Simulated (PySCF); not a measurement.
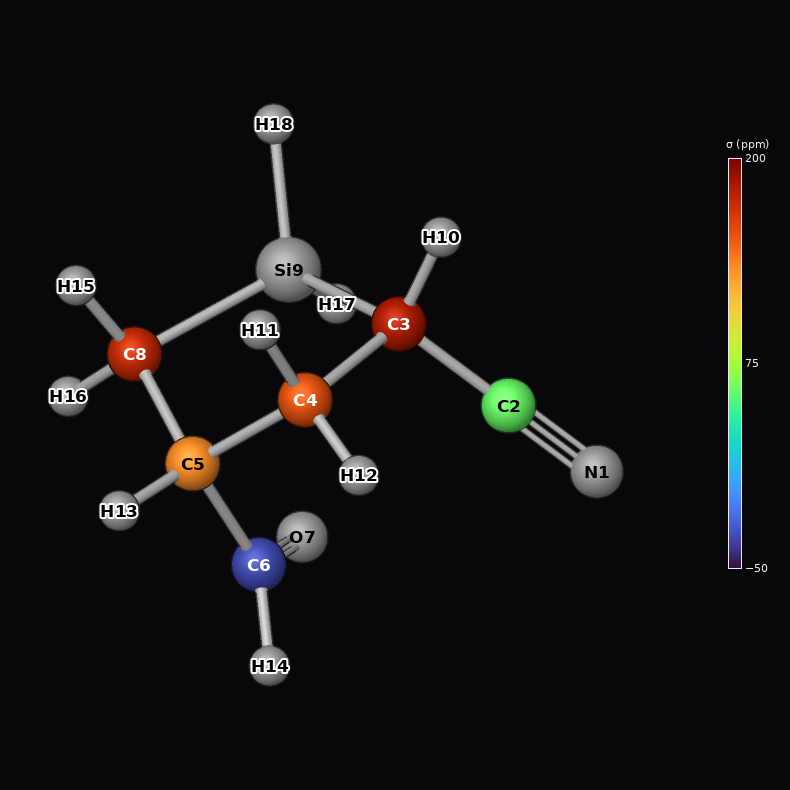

Atoms are coloured by their isotropic NMR shieldings (C only, the others grey). Computed geometry: GFN2-xTB optimisation. No frequency run is at hand to confirm it as a minimum. Properties computed with GIAO PBE0/pcSseg-1 NMR shielding, non-relativistic, gas phase (PySCF 2.14.0).

Which C atom is the most shielded (lowest chemical shift)?

C3 (179.7 ppm).

Which C atom is the least shielded (highest chemical shift)?

C6 (−29.3 ppm).

How wide is the range of C shifts?

209.0 ppm.

Give the isotropic NMR shieldings of the C atoms atom by atom.

| atom | σ (ppm) |
| --- | --- |
| C2 | 58.7 |
| C3 | 179.7 |
| C4 | 151.3 |
| C5 | 131.9 |
| C6 | −29.3 |
| C8 | 170.9 |

The geometry is semi-empirical. Around Si such bond lengths and angles can be off by a tenth of an ångström or more and by several degrees, and values that hang on the shape move with them.
